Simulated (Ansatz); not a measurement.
# V_O (site 2) in LiLaO2 (P2_1/c): charge-transition levels and formation energies, part 2 of 2

Wanted: the transition levels of a vacancy in LiLaO2 (P2_1/c), from a cell of 64 host atoms with 1 O taken out.

Ansatz; place-levels on PBEsol runs: charge-transition levels and formation energies with image-charge correction and potential alignment at the atomic sites.

So far: The structure; Charge states; place-levels, PBEsol.

## Step 3: place-levels, PBEsol (continued)

Levels between the charges placed, in eV above the valence top:

|  | gap (eV) | (+2/+1) | (+1/0) | (0/−1) |
| --- | --- | --- | --- | --- |
| PBEsol | 3.74 | 2.18 | 3.11 | 3.70 |

Corrections by state:

| charge | moment (μB) | image terms and alignment (eV) | band filling (eV) | ε used | over the lowest of its charge, as the program ranks them, band filling apart (eV) |
| --- | --- | --- | --- | --- | --- |
| +2 | 0.0 | 0.187 | - | principal values (19.87, 20.07, 24.42) | 0.000 |
| +1 | 1.0 | -0.009 | - | principal values (19.87, 20.07, 24.42) | 0.000 |
| 0 | 0.0 | 0.000 | - | - | 0.000 |
| −1 | 1.0 | 0.170 | - | principal values (19.87, 20.07, 24.42) | 0.000 |
| 0 | 2.0 | 0.000 | - | - | 0.330 |

The charged structures listed were also run neutral, and place-levels reads from each pair, by the potential or the spins, how wide the charge is by which they differ; that can be the carrier of either run.

| charge | rms radius (Å) | spread where it is widest against the cell (Å) | wide from (Å) | reading |
| --- | --- | --- | --- | --- |
| +2 | 2.7 | 1.65 | 1.45 | wide |
| +1 | 2.3 | 1.42 | 1.45 | narrow |
| −1 | 2.9 | 2.05 | 1.45 | wide |

The neutral runs of these pairs need not share the spin of the lowest neutral state, and very wide values only mean spread over the cell.

From the program's caveats on the states, each cut to its opening words:

- charge +2: it parts from the run at its places by a charge that spreads by about 1.7 Å along one vector (1.4 Å or more is wide), by its potential at epsilon [4.5, 4.58, [...]
- charge +2: its alignment with the host at atomic sites is doubtful: the mean over the far sites moves by -0.0644 eV from their farther parts to their nearer, more than [...]
- charge +1 (1 μB): its displacements don't fall off away from the defect: farther atoms stand 0.039 Å off the host's places
- charge −1 (1 μB): it parts from the run at its places by a charge that spreads by about 2.1 Å along one vector (1.4 Å or more is wide), by its potential at epsilon [4.5, 4.58, [...]
- charge −1 (1 μB): its alignment with the host at atomic sites is doubtful: the mean over the far sites moves by -0.0514 eV from their farther parts to their nearer, more than [...]
- charge −1 (1 μB): the far atoms show a dipole or second moment of the defect's charge, for which the correction takes or leaves out 0.092 eV: further moments aren't read, and [...]
- charge −1 (1 μB): its displacements don't fall off away from the defect: farther atoms stand 0.034 Å off the host's places
- charge 0 (2 μB): its alignment with the host at atomic sites is doubtful: the mean over the far sites moves by -0.0738 eV from their farther parts to their nearer, more than [...]
- charge 0 (2 μB): the far atoms show a dipole or second moment of the defect's charge, for which the correction takes or leaves out 0.136 eV: further moments aren't read, and [...]
- charge 0 (2 μB): its displacements don't fall off away from the defect: farther atoms stand 0.037 Å off the host's places

Chemical potentials of the elements' reference phases, run alike. Formation energies (elemental references), with the Fermi level at the valence top and at the conduction bottom (gap 3.74 eV):

| charge | at valence top (eV) | at conduction bottom (eV) | correction included (eV) |
| --- | --- | --- | --- |
| +2 | 1.35 | 8.82 | 0.19 |
| +1 | 3.52 | 7.26 | -0.01 |
| 0 | 6.63 | 6.63 | 0.00 |
| −1 | 10.33 | 6.60 | 0.17 |

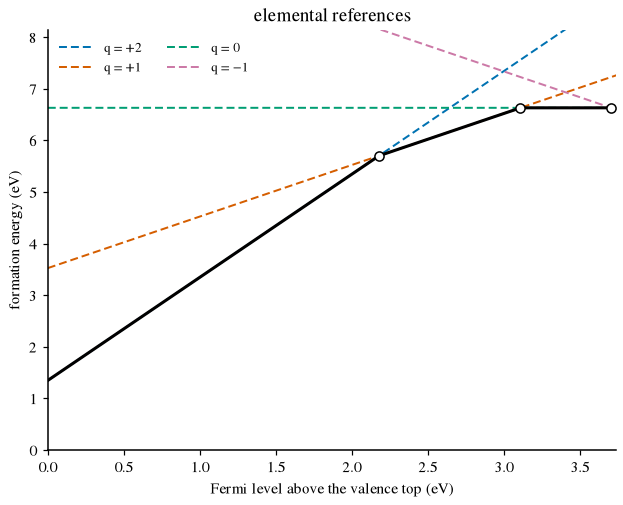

Formation energy against Fermi level; the thick line follows the lowest charge state and circles mark the transition levels.

## Step 4: Effect of the sampling

The relaxations' own energies give the levels at their sampling, for comparison.

levels.relax_mesh.yaml

```yaml
host:
  run: host.relax.run
  levels_from: { run: edges.relax.run }
states: [qm1_M1.relax.run, q0.relax.run, qp1_M1.relax.run, qp2.relax.run, q0_M2.relax.run]
chemical_potentials:
  O:
    energy: -558.282649
    dataset: "<sha256 of the dataset>"
```

Command:

```
> ansatz place-levels levels.relax_mesh.yaml -- --threads 4 --pin off --max-ram 7536MiB
```

What it wrote:

```text
(+2/+1) 2.185 eV above the valence edge, 1.552 eV under the conduction edge
(+1/0) 3.124 eV above the valence edge, 0.613 eV under the conduction edge
(0/-1) 3.729 eV above the valence edge, 0.008 eV under the conduction edge
formation energy of charge +2: +1.362 eV with the Fermi level at the valence edge
formation energy of charge +1: +3.546 eV with the Fermi level at the valence edge
formation energy of charge 0: +6.670 eV with the Fermi level at the valence edge
formation energy of charge -1: +10.399 eV with the Fermi level at the valence edge
  edges by pbesol of host.levels_from (edges.relax.run), its mesh sampled to repeats of 29.15 Å (the valence edge +0.148 eV and the conduction edge -0.284 eV from those of the host's own run), gap 3.737 eV; the host is sampled to repeats of 14.63 Å
[... the lines on each state left out ...]
```

Wall time 0.32 s (4 threads of Intel Xeon Platinum 8259CL at 2.50GHz (Skylake/Cascade Lake), shared host).

Levels between neighbouring charges, in eV above the valence top:

|  | gap (eV) | (+2/+1) | (+1/0) | (0/−1) |
| --- | --- | --- | --- | --- |
| one point at (¼, ¼, ¼) | 3.74 | 2.18 | 3.12 | 3.73 |
| a 2×2×2 shifted mesh | 3.74 | 2.18 | 3.11 | 3.70 |

Going from one point at (¼, ¼, ¼) to a 2×2×2 shifted mesh moves the levels that carry no band-filling term by up to 0.03 eV and formation energies against the elements by up to 0.06 eV.

## Step 5: Another choice

In this try the input is made faulty on purpose, to show what that does.

A choice is tested by changing it alone.

levels.try0.yaml is levels.point.yaml with these lines changed:

```diff
-epsilon: [4.5, 4.58, 4.51]
-static_epsilon:
-  - [20.94, 0.0, 1.74]
-  - [0.0, 19.87, 0.0]
-  - [1.74, 0.0, 23.55]
+epsilon: 1.0001
+static_epsilon: 1.0001
```

Command:

```
> ansatz place-levels levels.try0.yaml -- --threads 4 --pin off --max-ram 7536MiB
```

What it wrote:

```text
(+2/+1) 0.465 eV beneath the valence edge (-2.017 eV without the band-filling correction), in the valence band
(+1/0) 1.707 eV above the valence edge, 2.030 eV under the conduction edge
(0/-1) 3.938 eV above the valence edge (+5.105 eV without the band-filling correction), in the conduction band
formation energy of charge +2: +5.389 eV with the Fermi level at the valence edge
formation energy of charge +1: +4.924 eV with the Fermi level at the valence edge
formation energy of charge 0: +6.631 eV with the Fermi level at the valence edge
formation energy of charge -1: +10.569 eV with the Fermi level at the valence edge
vertical -1 to 0: no energy, since no alignment is typed
vertical +1 to 0: no energy, since no alignment is typed
vertical +2 to 0: no energy, since no alignment is typed
[...]
[... the lines on each state left out ...]
```

The change: no screening of the image charge.

Levels in eV above the valence top; the changed ones are not the defect's:

|  | gap (eV) | (+2/+1) | (+1/0) | (0/−1) |
| --- | --- | --- | --- | --- |
| changed | 3.74 | -0.46 | 1.71 | 3.94 |
| as set up | 3.74 | 2.18 | 3.11 | 3.70 |

The largest shift is 2.64 eV, band-filling terms included.

## Step 6: What came out

```json
{"gap of the host": "3.74 eV (PBEsol)", "level (plus 2/plus 1)": "2.18 eV above the valence top", "level (plus 1/0)": "3.11 eV above the valence top", "level (0/minus 1)": "3.70 eV above the valence top", "lowest of the charges placed, just above the valence top (0.02 eV)": "+2", "lowest of the charges placed, just below the conduction bottom (0.02 eV)": "−1", "lowest formation energy at mid-gap of the charges run, elemental references": "5.08 eV"}
```

What this shows: Of the charges placed (−1, 0, +1 and +2), the lowest changes at 2.18 eV (+2/+1), 3.11 eV (+1/0) and 3.70 eV (0/−1) above the valence top, in a gap of 3.74 eV. (0/−1) lies nearer to a band edge than the share of the finite-size correction in it (0.17 eV), and that correction holds for a localised charge alone. (0/−1) lies 0.03 eV from a band edge, less than the doubt on such levels. Charges above +2 and below −1 were not placed, so these runs say nothing of levels that involve them. States placed: +2 at 0 μB; +1 at 1 μB; 0 at 0 μB and 2 μB; −1 at 1 μB. Other spin states or structures, where not listed, weren't placed. Going from one point at (¼, ¼, ¼) to a 2×2×2 shifted mesh moves the levels that carry no band-filling term by up to 0.03 eV and formation energies against the elements by up to 0.06 eV. The program doubts the alignment of potentials for at least one state, a sign that the cell is small. Limits: PBEsol makes the gap too small and tends to spread out bound carriers; where a gas molecule sets a chemical potential or the host's formation energy, its binding is uncorrected; spin–orbit coupling, which can matter with heavy atoms, is left out.

[Logs are printed without paths, hosts, clocks, repeated set-up lines and the standing remarks that a program may print on its own settings, such as how far it seeks lower states.]

[Hosts, paths, dates, database ids (printed as entryN), source tags and the programs' standing remarks are cut or masked in the printed files.]

[Where a table of states has a column of steps, it counts the stored structures, which are thinned; the runs took as many ionic steps or more.]

[A defect's name tells the site on which it was built; relaxed atoms can leave that site.]

[For some hosts the program warned that the k-mesh of the response run may be too coarse for force constants and the static dielectric constant; such warnings are not shown here.]
